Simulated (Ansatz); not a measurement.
# AsH5NSi (charge +1): what the fields show

```
atom    x (Å)    y (Å)    z (Å)
   N  -0.3222   0.0801  -0.7586
  As  -0.6673   0.7775   1.1622
  Si   0.6475  -0.9938   0.3896
   H  -1.1703  -0.2843  -1.2030
   H   0.1431   0.7417  -1.3863
   H   0.5648   1.6880   1.0126
   H   2.0970  -0.8262   0.1376
   H   0.0593  -2.3531   0.3904
```

These are results of RKS PBE-D4/def2-TZVP (Ansatz 0.2.0), not measurements.

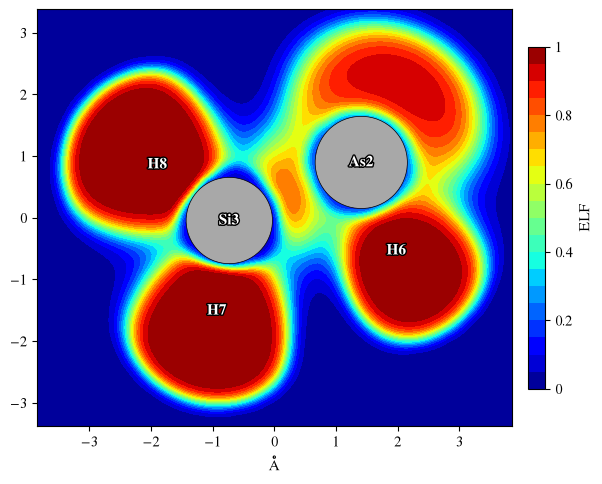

Figure 1. Electron localisation function on the plane of atoms Si3, As2 and H6. Grey discs cover the atomic cores.

Read the bonding off the picture.

Answer.
- The plane passes through As, Si and H nuclei.
- Si–As (2.34 Å): the ELF peaks at about 0.75 between the atoms: localised, covalent bonding.
- Si–H (1.48 Å): the ELF climbs to about 1 towards the hydrogen, as it does in any bond to H.
- As–H (1.54 Å): the ELF climbs to about 1 towards the hydrogen.
- The ELF also peaks beside As2, away from the bonds: lone-pair regions.

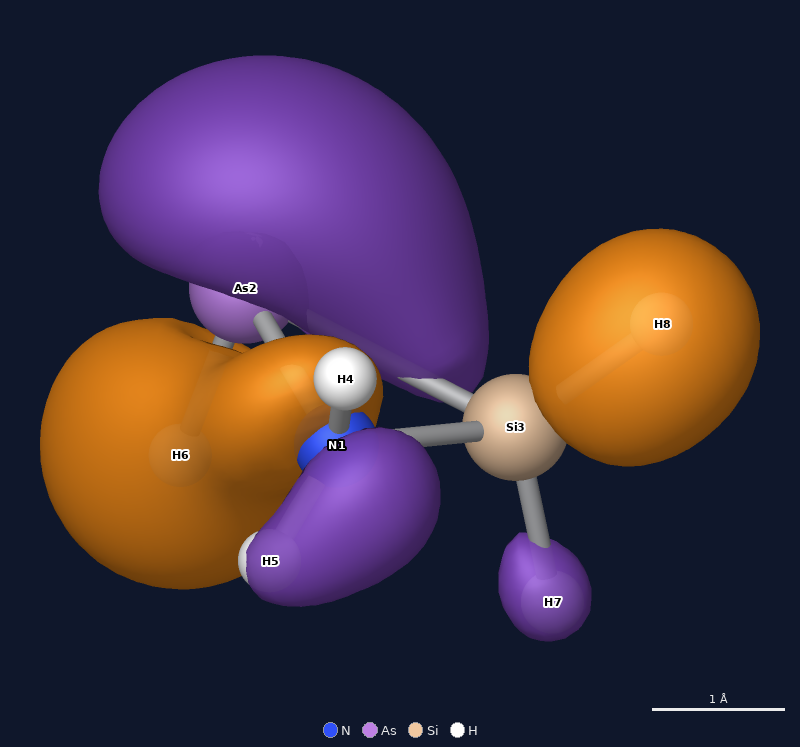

Figure 2. The HOMO−1 at ±0.1 Å⁻³ᐟ² (orange and purple are the two phases), seen from one side.

Where does this orbital lie, and at what energy?

Answer. It lies mainly on As2 (about 55 %), H6 (about 20 %), Si3 (about 10 %), N1 (about 10 %) and H8 (about 5 %). Its energy is −13.12 eV.
